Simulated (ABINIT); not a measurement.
# CsSnH3 (Pm-3m): zone-centre phonons

Aim: the zone-centre modes of CsSnH3 (Pm-3m).

Main program and level: ABINIT 10.8.3; DFT PBE, scalar-relativistic, plane waves, PseudoDojo norm-conserving pseudopotentials.

The structure was built from a prototype and need not be the compound's stable phase.

**1. Set-up**

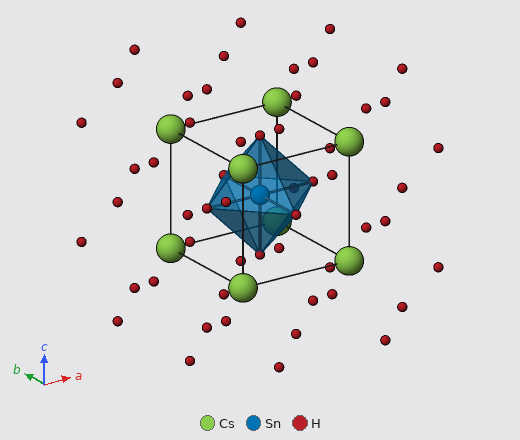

The starting structure, seen from a free direction (caesium green, tin blue, hydrogen red). Some periodic images of atoms are drawn too.

As a file:

```cif
data_structure
_symmetry_space_group_name_H-M 'P 1'
_symmetry_Int_Tables_number 1
_cell_length_a 4.8020
_cell_length_b 4.8020
_cell_length_c 4.8020
_cell_angle_alpha 90.000
_cell_angle_beta 90.000
_cell_angle_gamma 90.000
_cell_volume 110.73
loop_
_atom_site_label
_atom_site_type_symbol
_atom_site_fract_x
_atom_site_fract_y
_atom_site_fract_z
_atom_site_occupancy
Cs1 Cs 0.00000 0.00000 0.00000 1
Sn2 Sn 0.50000 0.50000 0.50000 1
H3 H 0.50000 0.50000 0.00000 1
H4 H 0.50000 0.00000 0.50000 1
H5 H 0.00000 0.50000 0.50000 1
```

**2. A probe with smearing**

A first run with smearing and empty bands tells whether the crystal has a gap, which decides between fixed occupations and smearing later on.

Contents of probe.abi:

```
# ground state
tolvrs 1.0d-08
prtden 1
prtwf 1

# basis, mesh and filling
ecut 40.0
ecutsm 3.0
ngkpt 4 4 4
nshiftk 1
shiftk 0.0 0.0 0.0
istwfk *1
occopt 7
tsmear 0.005
nband 20
nstep 100
diemac 9.0
prtebands 0
prtgsr 0
useylm 1

# cell and atoms
acell 9.074464851 9.074464851 9.074464851
rprim 
    1.0 0.0 0.0
    0.0 1.0 0.0
    0.0 0.0 1.0
ntypat 3
znucl 55 50 1
natom 5
typat 1 2 3 3 3
xred 
    0.0 0.0 0.0
    0.5 0.5 0.5
    0.5 0.5 0.0
    0.5 0.0 0.5
    0.0 0.5 0.5
pp_dirpath "./pseudo"
pseudos "Cs.upf, Sn.upf, H.upf"
```

The run is started by

```
$ OMP_NUM_THREADS=1 mpirun -n 4 abinit probe.abi > probe.log
```

Numbers of over 12 decimals in the logs are rounded to 6 here.

probe.abo, the main output file:

```text
[banners, grids, parts of the stress and lines that vanish by symmetry left out]
- input  file    -> probe.abi
- output file    -> probe.abo
- root for input  files -> probei
[...]
Symmetries : space group Pm -3 m (#221); Bravais cP (primitive cubic)
[...]
mpw =        9104          nfft =      157464          nkpt =          10
[...]
== DATASET  1 ==================================================================
[...]
cutoff_energies: {ecut:  40.0, pawecutdg:  -1.0, }
[...]
ETOT  1  -103.41402003617    -1.034E+02 4.496E-01 1.948E+02
 ETOT  2  -103.89524639897    -4.812E-01 9.590E-03 6.558E+01
 ETOT  3  -103.90016521073    -4.919E-03 1.264E-03 8.289E+00
 ETOT  4  -103.90046390849    -2.987E-04 1.360E-03 4.703E-01
 ETOT  5  -103.90049352390    -2.962E-05 1.817E-03 3.591E-02
[...]
ETOT 10  -103.90049647459    -1.308E-10 6.805E-05 1.269E-08
 ETOT 11  -103.90049647461    -1.738E-11 6.586E-05 5.774E-10
 At SCF step   11       vres2   =  5.77E-10 < tolvrs=  1.00E-08 =>converged.
[...]
sigma(1 1)=  9.19031936E-05  sigma(3 2)=  0.00000000E+00
  sigma(2 2)=  9.19031936E-05  sigma(3 1)=  0.00000000E+00
  sigma(3 3)=  9.19031936E-05  sigma(2 1)=  0.00000000E+00
[...]
convergence: {deltae: -1.738E-11, res2:  5.774E-10, residm:  6.586E-05, diffor: null, }
etotal    :  -1.03900496E+02
[...]
sigma(1 1)=  9.19031936E-05  sigma(3 2)=  0.00000000E+00
  sigma(2 2)=  9.19031936E-05  sigma(3 1)=  0.00000000E+00
  sigma(3 3)=  9.19031936E-05  sigma(2 1)=  0.00000000E+00
[...]
- sigma(1 1)=  2.70388531E+00  sigma(3 2)=  0.00000000E+00
- sigma(2 2)=  2.70388531E+00  sigma(3 1)=  0.00000000E+00
- sigma(3 3)=  2.70388531E+00  sigma(2 1)=  0.00000000E+00
[...]
fcart     -0.0000000000E+00 -0.0000000000E+00 -0.0000000000E+00
           strten      9.1903193562E-05  9.1903193562E-05  9.1903193562E-05
================================================================================

[key lines of the parts left out:]
pressure_GPa:  -2.7039E+00
```

It took 21 s on 4 MPI ranks of Arm Neoverse V2, shared host; 84 s of CPU time.

Read from the output:

| Quantity | Value |
| --- | --- |
| volume per atom | 22.15 Å³ |
| pressure | -2.704 GPa |
| gap on the k-mesh | 0 eV |

No gap opens on this mesh, so smearing is kept.

**3. Rough relaxation**

The typed start is rough, so a first relaxation with smearing and loose thresholds takes it towards rest cheaply.

Contents of prerelax.abi:

```
# relaxation
ionmov 2
optcell 2
dilatmx 1.15
chkdilatmx 0
ntime 40
tolmxf 3.0d-04
tolvrs 1.0d-10
prtwf 0
prtden 0
chksymtnons 0

# basis, mesh and filling
ecut 32.0
ecutsm 3.0
ngkpt 4 4 4
nshiftk 1
shiftk 0.0 0.0 0.0
istwfk *1
occopt 7
tsmear 0.005
nband 20
nstep 100
diemac 1000000.0
prtebands 0
prtgsr 0
useylm 1

# cell and atoms
acell 9.074464851 9.074464851 9.074464851
rprim 
    1.0 0.0 0.0
    0.0 1.0 0.0
    0.0 0.0 1.0
ntypat 3
znucl 55 50 1
natom 5
typat 1 2 3 3 3
xred 
    0.0 0.0 0.0
    0.5 0.5 0.5
    0.5 0.5 0.0
    0.5 0.0 0.5
    0.0 0.5 0.5
pp_dirpath "./pseudo"
pseudos "Cs.upf, Sn.upf, H.upf"
```

The run is started by

```
$ OMP_NUM_THREADS=1 mpirun -n 4 abinit prerelax.abi > prerelax.log
```

prerelax.abo, the main output file:

```text
[banners, grids, parts of the stress and lines that vanish by symmetry left out]
- input  file    -> prerelax.abi
- output file    -> prerelax.abo
- root for input  files -> prerelaxi
[...]
Symmetries : space group Pm -3 m (#221); Bravais cP (primitive cubic)
[...]
mpw =        9890          nfft =      157464          nkpt =          10
[...]
== DATASET  1 ==================================================================
[...]
cutoff_energies: {ecut:  32.0, pawecutdg:  -1.0, }
[...]
ETOT  1  -103.54283233375    -1.035E+02 4.571E-01 2.243E+02
 ETOT  2  -103.89478502763    -3.520E-01 4.534E-03 4.254E+01
 ETOT  3  -103.89858234915    -3.797E-03 2.698E-03 6.836E+00
 ETOT  4  -103.89883461913    -2.523E-04 1.347E-03 1.067E-01
 ETOT  5  -103.89884061662    -5.997E-06 3.682E-04 4.391E-02
[...]
At SCF step   12       vres2   =  4.59E-11 < tolvrs=  1.00E-10 =>converged.
[...]
ETOT 10  -103.90529314208    -9.393E-12 9.473E-10 4.318E-11
 At SCF step   10       vres2   =  4.32E-11 < tolvrs=  1.00E-10 =>converged.
[...]
sigma(1 1)=  1.48996538E-06  sigma(3 2)=  0.00000000E+00
  sigma(2 2)=  1.48996538E-06  sigma(3 1)=  0.00000000E+00
  sigma(3 3)=  1.48996538E-06  sigma(2 1)=  0.00000000E+00
[...]
convergence: {deltae: -9.393E-12, res2:  4.318E-11, residm:  9.473E-10, diffor: null, }
etotal    :  -1.03905293E+02
[...]
At Broyd/MD step   5, gradients are converged :
[...]
sigma(1 1)=  1.48996538E-06  sigma(3 2)=  0.00000000E+00
  sigma(2 2)=  1.48996538E-06  sigma(3 1)=  0.00000000E+00
  sigma(3 3)=  1.48996538E-06  sigma(2 1)=  0.00000000E+00
[...]
- sigma(1 1)=  4.38362948E-02  sigma(3 2)=  0.00000000E+00
- sigma(2 2)=  4.38362948E-02  sigma(3 1)=  0.00000000E+00
- sigma(3 3)=  4.38362948E-02  sigma(2 1)=  0.00000000E+00
[...]
fcart     -0.0000000000E+00 -0.0000000000E+00 -0.0000000000E+00
           strten      1.4899653754E-06  1.4899653754E-06  1.4899653754E-06
================================================================================

[key lines of the parts left out:]
pressure_GPa:  -4.3836E-02
Total energy (etotal) [Ha]= -1.03905293142075E+02
```

Run time: 100 s. Hardware: 4 MPI ranks.

The steps of the relaxation:

```
step  energy less that of the first step (eV)  largest force (eV/Å)  volume (Å³)
   1                                   0.0000                0.0000       110.73
   2                                  -0.0152                0.0000       109.82
   3                                  -0.1656                0.0000        89.22
   4                                  -0.1739                0.0000        93.94
   5                                  -0.1755                0.0000        92.65
```

```
conventional cell, symmetrised  before  after   change
                         a (Å)   4.802  4.525   -5.8 %
                         b (Å)   4.802  4.525   -5.8 %
                         c (Å)   4.802  4.525   -5.8 %
              volume (Å³/atom)   22.15  18.53  -16.3 %
```

The relaxed structure:

```xyz
5
Lattice="4.5250 0.0000 0.0000 0.0000 4.5250 0.0000 0.0000 0.0000 4.5250" Properties=species:S:1:pos:R:3 pbc="T T T"
Cs    0.0000    0.0000    0.0000
Sn    2.2625    2.2625    2.2625
H     2.2625    2.2625    0.0000
H     2.2625    0.0000    2.2625
H     0.0000    2.2625    2.2625
```

Read from the output:

* volume per atom: 18.53 Å³
* pressure: -0.04384 GPa

The volume changes by -16.3 % in this run and stands -16.3 % from the first cell.

**4. Rough relaxation**

The cell changed much, so the rough relaxation is repeated on a basis made for the new cell.

prerelax.abi: that of step 3 with these lines changed.

```diff
@@ -29,3 +29,3 @@
 # cell and atoms
-acell 9.074464851 9.074464851 9.074464851
+acell 8.550945311 8.550945311 8.550945311
 rprim
```

prerelax.abo, the main output file:

```text
[banners, grids, parts of the stress and lines that vanish by symmetry left out]
- input  file    -> prerelax.abi
- output file    -> prerelax.abo
- root for input  files -> prerelaxi
[...]
Symmetries : space group Pm -3 m (#221); Bravais cP (primitive cubic)
[...]
mpw =        8261          nfft =      157464          nkpt =          10
[...]
== DATASET  1 ==================================================================
[...]
cutoff_energies: {ecut:  32.0, pawecutdg:  -1.0, }
[...]
ETOT  1  -103.64481376416    -1.036E+02 3.076E-01 2.103E+02
 ETOT  2  -103.90297690001    -2.582E-01 7.614E-03 3.300E+01
 ETOT  3  -103.90511354448    -2.137E-03 2.459E-03 4.834E+00
 ETOT  4  -103.90528828448    -1.747E-04 1.628E-03 4.798E-02
 ETOT  5  -103.90529249404    -4.210E-06 2.613E-04 8.810E-03
[...]
ETOT 10  -103.90529314206    -2.527E-11 1.853E-04 7.479E-09
 ETOT 11  -103.90529314207    -7.518E-12 5.311E-05 4.518E-11
 At SCF step   11       vres2   =  4.52E-11 < tolvrs=  1.00E-10 =>converged.
[...]
sigma(1 1)=  1.49011330E-06  sigma(3 2)=  0.00000000E+00
  sigma(2 2)=  1.49011330E-06  sigma(3 1)=  0.00000000E+00
  sigma(3 3)=  1.49011330E-06  sigma(2 1)=  0.00000000E+00
[...]
convergence: {deltae: -7.518E-12, res2:  4.518E-11, residm:  5.311E-05, diffor: null, }
etotal    :  -1.03905293E+02
[...]
At Broyd/MD step   1, gradients are converged :
[...]
sigma(1 1)=  1.49011330E-06  sigma(3 2)=  0.00000000E+00
  sigma(2 2)=  1.49011330E-06  sigma(3 1)=  0.00000000E+00
  sigma(3 3)=  1.49011330E-06  sigma(2 1)=  0.00000000E+00
[...]
- sigma(1 1)=  4.38406469E-02  sigma(3 2)=  0.00000000E+00
- sigma(2 2)=  4.38406469E-02  sigma(3 1)=  0.00000000E+00
- sigma(3 3)=  4.38406469E-02  sigma(2 1)=  0.00000000E+00
[...]
fcart     -0.0000000000E+00 -0.0000000000E+00 -0.0000000000E+00
           strten      1.4901133001E-06  1.4901133001E-06  1.4901133001E-06
================================================================================

[key lines of the parts left out:]
pressure_GPa:  -4.3841E-02
Total energy (etotal) [Ha]= -1.03905293142069E+02
```

Run time: 20 s. Hardware: 4 MPI ranks; 81 s of CPU time.

Little changed from the start: no atom moved by 0.005 Å and no cell edge by 0.1 %.

The volume changes by +0.0 % in this run and stands -16.3 % from the first cell.

**5. Relaxing the cell and atoms**

The harmonic expansion needs vanishing forces, and a free crystal bears no stress, so cell and atoms are brought to rest. Stress is more sensitive to the basis than forces are: the last 3 Ha under the cutoff are smoothed with ecutsm.

relax.abi, as its differences from prerelax.abi of step 4:

```diff
@@ -3,7 +3,6 @@
 optcell 2
-dilatmx 1.15
-chkdilatmx 0
+dilatmx 1.08
 ntime 40
-tolmxf 3.0d-04
-tolvrs 1.0d-10
+tolmxf 1.0d-05
+tolvrs 1.0d-14
 prtwf 0
@@ -13,5 +12,5 @@
 # basis, mesh and filling
-ecut 32.0
+ecut 40.0
 ecutsm 3.0
-ngkpt 4 4 4
+ngkpt 6 6 6
 nshiftk 1
@@ -20,3 +19,3 @@
 occopt 7
-tsmear 0.005
+tsmear 0.01
 nband 20
```

The run is started by

```
$ OMP_NUM_THREADS=1 mpirun -n 4 abinit relax.abi > relax.log
```

relax.abo, the main output file:

```text
[banners, grids, parts of the stress and lines that vanish by symmetry left out]
- input  file    -> relax.abi
- output file    -> relax.abo
- root for input  files -> relaxi
[...]
Symmetries : space group Pm -3 m (#221); Bravais cP (primitive cubic)
[...]
mpw =        9570          nfft =      157464          nkpt =          20
[...]
== DATASET  1 ==================================================================
[...]
cutoff_energies: {ecut:  40.0, pawecutdg:  -1.0, }
[...]
ETOT  1  -103.59152419874    -1.036E+02 2.957E-01 1.853E+02
 ETOT  2  -103.91299632835    -3.215E-01 6.488E-03 4.082E+01
 ETOT  3  -103.91525328952    -2.257E-03 2.396E-03 6.591E+00
 ETOT  4  -103.91549060577    -2.373E-04 1.149E-03 9.256E-02
 ETOT  5  -103.91549724723    -6.641E-06 9.615E-04 2.615E-02
[...]
At SCF step   16       vres2   =  3.55E-15 < tolvrs=  1.00E-14 =>converged.
[...]
sigma(1 1)=  4.22349900E-06  sigma(3 2)=  0.00000000E+00
  sigma(2 2)=  4.22349900E-06  sigma(3 1)=  0.00000000E+00
  sigma(3 3)=  4.22349900E-06  sigma(2 1)=  0.00000000E+00
[...]
convergence: {deltae:  2.103E-12, res2:  3.545E-15, residm:  2.652E-05, diffor: null, }
etotal    :  -1.03915499E+02
[...]
ETOT  1  -103.91549747402    -1.039E+02 2.152E-05 3.643E-02
[...]
At SCF step   11       vres2   =  1.08E-15 < tolvrs=  1.00E-14 =>converged.
[...]
sigma(1 1)=  3.89838600E-06  sigma(3 2)=  0.00000000E+00
  sigma(2 2)=  3.89838600E-06  sigma(3 1)=  0.00000000E+00
  sigma(3 3)=  3.89838600E-06  sigma(2 1)=  0.00000000E+00
[...]
convergence: {deltae: -3.737E-12, res2:  1.077E-15, residm:  2.993E-06, diffor: null, }
etotal    :  -1.03915500E+02
[...]
ETOT  1  -103.91516925772    -1.039E+02 1.240E-01 5.183E+00
[...]
ETOT 12  -103.91550533554     2.302E-12 2.976E-04 1.559E-14
 ETOT 13  -103.91550533555    -8.072E-12 2.218E-05 1.277E-15
 At SCF step   13       vres2   =  1.28E-15 < tolvrs=  1.00E-14 =>converged.
[...]
sigma(1 1)= -2.47423644E-08  sigma(3 2)=  0.00000000E+00
  sigma(2 2)= -2.47423644E-08  sigma(3 1)=  0.00000000E+00
  sigma(3 3)= -2.47423644E-08  sigma(2 1)=  0.00000000E+00
[...]
convergence: {deltae: -8.072E-12, res2:  1.277E-15, residm:  2.218E-05, diffor: null, }
etotal    :  -1.03915505E+02
[...]
At Broyd/MD step   3, gradients are converged :
[...]
sigma(1 1)= -2.47423644E-08  sigma(3 2)=  0.00000000E+00
  sigma(2 2)= -2.47423644E-08  sigma(3 1)=  0.00000000E+00
  sigma(3 3)= -2.47423644E-08  sigma(2 1)=  0.00000000E+00
[...]
- sigma(1 1)= -7.27945492E-04  sigma(3 2)=  0.00000000E+00
- sigma(2 2)= -7.27945492E-04  sigma(3 1)=  0.00000000E+00
- sigma(3 3)= -7.27945492E-04  sigma(2 1)=  0.00000000E+00
[...]
fcart     -0.0000000000E+00 -0.0000000000E+00 -0.0000000000E+00
           strten     -2.4742364365E-08 -2.4742364367E-08 -2.4742364360E-08
================================================================================

[key lines of the parts left out:]
pressure_GPa:   7.2795E-04
Total energy (etotal) [Ha]= -1.03915505335548E+02
```

Wall time 1.9 min (4 MPI ranks).

Relaxation path:

```
step  energy less that of the first step (eV)  largest force (eV/Å)  volume (Å³)
   1                                   0.0000                0.0000        92.65
   2                                   0.0000                0.0000        92.61
   3                                  -0.0002                0.0000        92.20
```

```
conventional cell, symmetrised  before  after  change
                         a (Å)   4.525  4.518  -0.2 %
                         b (Å)   4.525  4.518  -0.2 %
                         c (Å)   4.525  4.518  -0.2 %
              volume (Å³/atom)   18.53  18.44  -0.5 %
```

The relaxed structure:

```xyz
5
Lattice="4.5176 0.0000 0.0000 0.0000 4.5176 0.0000 0.0000 0.0000 4.5176" Properties=species:S:1:pos:R:3 pbc="T T T"
Cs    0.0000    0.0000    0.0000
Sn    2.2588    2.2588    2.2588
H     2.2588    2.2588    0.0000
H     2.2588    0.0000    2.2588
H     0.0000    2.2588    2.2588
```

Numbers from this step:

* volume per atom: 18.44 Å³
* pressure: 7.28e-4 GPa

The volume changes by -0.5 % in this run and stands -16.7 % from the first cell.

**6. Self-consistent run for the response**

The response is built on these wavefunctions, so the potential is converged far more tightly than an energy would need. ecutsm is kept as in the relaxation, so that the cell stays at rest. Smearing stays on, as the first look found no gap above 0.3 eV.

Contents of gs.abi:

```
# ground state
tolvrs 1.0d-16
prtden 1
prtwf 1

# basis, mesh and filling
ecut 40.0
ecutsm 3.0
ngkpt 6 6 6
nshiftk 1
shiftk 0.0 0.0 0.0
istwfk *1
occopt 7
tsmear 0.01
nband 20
nstep 100
diemac 1000000.0
prtebands 0
prtgsr 0
useylm 1

# cell and atoms
acell 8.536934247 8.536934247 8.536934247
rprim 
    1.0 0.0 0.0
    0.0 1.0 0.0
    0.0 0.0 1.0
ntypat 3
znucl 55 50 1
natom 5
typat 1 2 3 3 3
xred 
    0.0 0.0 0.0
    0.5 0.5 0.5
    0.5 0.5 0.0
    0.5 0.0 0.5
    0.0 0.5 0.5
pp_dirpath "./pseudo"
pseudos "Cs.upf, Sn.upf, H.upf"
```

The run is started by

```
$ OMP_NUM_THREADS=1 mpirun -n 4 abinit gs.abi > gs.log
```

gs.abo, the main output file:

```text
[banners, grids, parts of the stress and lines that vanish by symmetry left out]
- input  file    -> gs.abi
- output file    -> gs.abo
- root for input  files -> gsi
[...]
Symmetries : space group Pm -3 m (#221); Bravais cP (primitive cubic)
[...]
mpw =        7571          nfft =      125000          nkpt =          20
[...]
== DATASET  1 ==================================================================
[...]
cutoff_energies: {ecut:  40.0, pawecutdg:  -1.0, }
[...]
ETOT  1  -103.61817598056    -1.036E+02 3.774E-01 1.541E+02
 ETOT  2  -103.91330619159    -2.951E-01 7.823E-03 2.808E+01
 ETOT  3  -103.91529655965    -1.990E-03 1.724E-03 4.413E+00
 ETOT  4  -103.91549918968    -2.026E-04 7.719E-04 4.876E-02
 ETOT  5  -103.91550411067    -4.921E-06 3.292E-04 1.457E-02
[...]
ETOT 19  -103.91550533859     5.642E-12 6.581E-05 2.070E-16
 ETOT 20  -103.91550533860    -4.491E-12 5.204E-05 3.618E-19
 At SCF step   20       vres2   =  3.62E-19 < tolvrs=  1.00E-16 =>converged.
[...]
sigma(1 1)= -2.50868707E-08  sigma(3 2)=  0.00000000E+00
  sigma(2 2)= -2.50868707E-08  sigma(3 1)=  0.00000000E+00
  sigma(3 3)= -2.50868707E-08  sigma(2 1)=  0.00000000E+00
[...]
convergence: {deltae: -4.491E-12, res2:  3.618E-19, residm:  5.204E-05, diffor: null, }
etotal    :  -1.03915505E+02
[...]
sigma(1 1)= -2.50868707E-08  sigma(3 2)=  0.00000000E+00
  sigma(2 2)= -2.50868707E-08  sigma(3 1)=  0.00000000E+00
  sigma(3 3)= -2.50868707E-08  sigma(2 1)=  0.00000000E+00
[...]
- sigma(1 1)= -7.38081218E-04  sigma(3 2)=  0.00000000E+00
- sigma(2 2)= -7.38081218E-04  sigma(3 1)=  0.00000000E+00
- sigma(3 3)= -7.38081218E-04  sigma(2 1)=  0.00000000E+00
[...]
fcart     -0.0000000000E+00 -0.0000000000E+00 -0.0000000000E+00
           strten     -2.5086870701E-08 -2.5086870700E-08 -2.5086870701E-08
================================================================================

[key lines of the parts left out:]
pressure_GPa:   7.3808E-04
```

Run time: 44 s. Hardware: 4 MPI ranks; 3 min of CPU time.

Read from the output:

| Quantity | Value |
| --- | --- |
| pressure | 7.38e-4 GPa |

The cell stands at 7.4e-4 GPa, close enough for phonons.

[end of part 1 of 4]

[Host names and launcher messages were left out of these logs when they were recorded.]

[Logs are printed without paths, hosts, clocks, repeated set-up lines and the standing remarks that a program may print on its own settings, such as how far it seeks lower states.]

[Hosts, paths, dates, database ids (printed as entryN), source tags and the programs' standing remarks are cut or masked in the printed files.]
